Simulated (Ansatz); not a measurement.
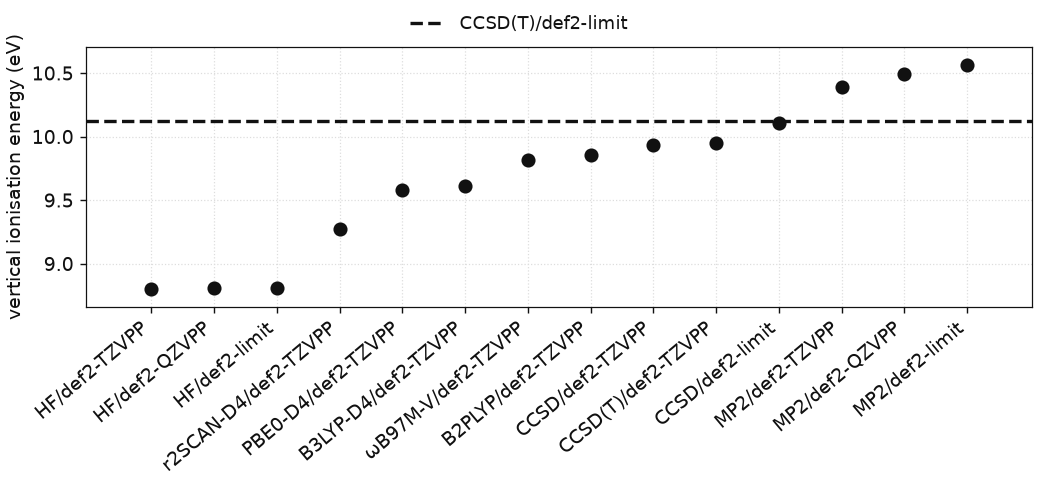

Vertical ionisation energy of C₄H₁₀O₂, SMILES COC(C)OC, taken as the energy of the cation less that of the neutral at fixed geometry (unrestricted doublet cation, cores frozen in correlated methods, no spin-orbit coupling), the Ansatz code 0.2.0, at a PBE0-D4/def2-TZVP geometry (a minimum by its frequencies). Limit means an estimate of the basis limit from triple and quadruple zeta; for coupled cluster it is either extrapolated directly or built as the MP2 limit plus the step from MP2 in triple zeta. B2PLYP/def2-TZVPP holds a correlation term that converges slowly with the basis, so part of the distance to the limit is basis error. The distance of CCSD/def2-TZVPP, CCSD(T)/def2-TZVPP, MP2/def2-TZVPP and MP2/def2-QZVPP to the limit includes basis error.

Question: Which level comes closest to the line (CCSD(T)/def2-limit), and which misses most?

Answer: Closest CCSD/def2-limit (10.10 eV), against 10.12 eV; farthest HF/def2-TZVPP (8.80 eV).

Question: Give the values.

Answer:
```csv
level,eV,less CCSD(T)/def2-limit
HF/def2-TZVPP,8.80,−1.32
HF/def2-QZVPP,8.80,−1.32
HF/def2-limit,8.80,−1.32
r2SCAN-D4/def2-TZVPP,9.27,−0.85
PBE0-D4/def2-TZVPP,9.58,−0.54
B3LYP-D4/def2-TZVPP,9.61,−0.51
ωB97M-V/def2-TZVPP,9.81,−0.31
B2PLYP/def2-TZVPP,9.86,−0.27
CCSD/def2-TZVPP,9.94,−0.19
CCSD(T)/def2-TZVPP,9.95,−0.17
CCSD/def2-limit,10.10,−0.02
MP2/def2-TZVPP,10.39,0.27
MP2/def2-QZVPP,10.49,0.37
MP2/def2-limit,10.56,0.44
CCSD(T)/def2-limit,10.12,0.00
```

Caveats, for all or some of the runs: one conformer of a flexible molecule.
